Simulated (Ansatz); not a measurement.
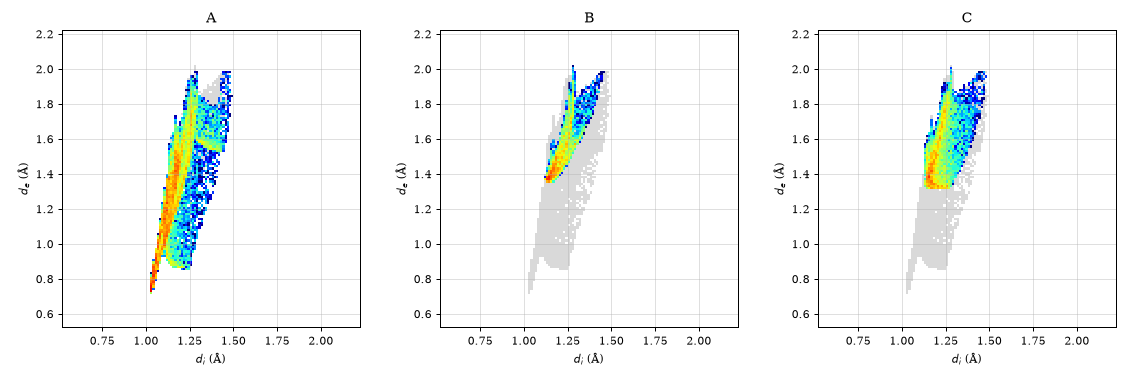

Fingerprint plots of the Hirshfeld surface computed for one C$_{2}$ unit (covalently bonded non-metal atoms) in HfBeC$_{2}$N (Pc, No. 7), each panel colouring one kind of contact over the whole plot in grey. The kinds are C···Be, C···C, C···Hf, in shuffled order.

The surface is where the fragment's share of the procrystal density (the sum of the densities of spherically averaged neutral Hartree-Fock atoms) equals one half. d_i and d_e are the distances from the surface to the nearest nucleus inside and outside. From Rb on the atoms have core potentials, so only their outer electrons count.

The cell is taken from the input geometry of an electronic-structure calculation (not necessarily at equilibrium); the starting structure was generated, so it need not be a known form of this composition.

```cif
data_structure
_symmetry_space_group_name_H-M 'Pc'
_symmetry_Int_Tables_number 7
_cell_length_a 3.2247
_cell_length_b 4.7928
_cell_length_c 6.4245
_cell_angle_alpha 90.000
_cell_angle_beta 91.554
_cell_angle_gamma 90.000
_cell_volume 99.26
loop_
_atom_site_label
_atom_site_type_symbol
_atom_site_symmetry_multiplicity
_atom_site_Wyckoff_symbol
_atom_site_fract_x
_atom_site_fract_y
_atom_site_fract_z
_atom_site_occupancy
Hf1 Hf 2 a 0.59189 0.99915 0.20429 1
Be1 Be 2 a 0.04546 0.61156 0.47837 1
C1 C 2 a 0.78770 0.49284 0.25107 1
C2 C 2 a 0.50030 0.50173 0.10653 1
N1 N 2 a 0.07601 0.97199 0.46184 1
```

Which panel shows which contact, and what share of the surface does each take?

A: C···Be, 57 % of the area, smallest d_i + d_e about 1.7 Å. B: C···C, 16 % of the area, smallest d_i + d_e about 2.5 Å. C: C···Hf, 25 % of the area, smallest d_i + d_e about 2.5 Å.

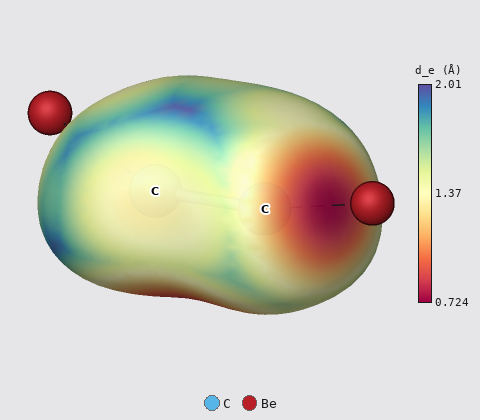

Hirshfeld surface computed for one C$_{2}$ unit (covalently bonded non-metal atoms) in HfBeC₂N in space group Pc, coloured by d_e. Dashed lines lead to the closest neighbours outside.
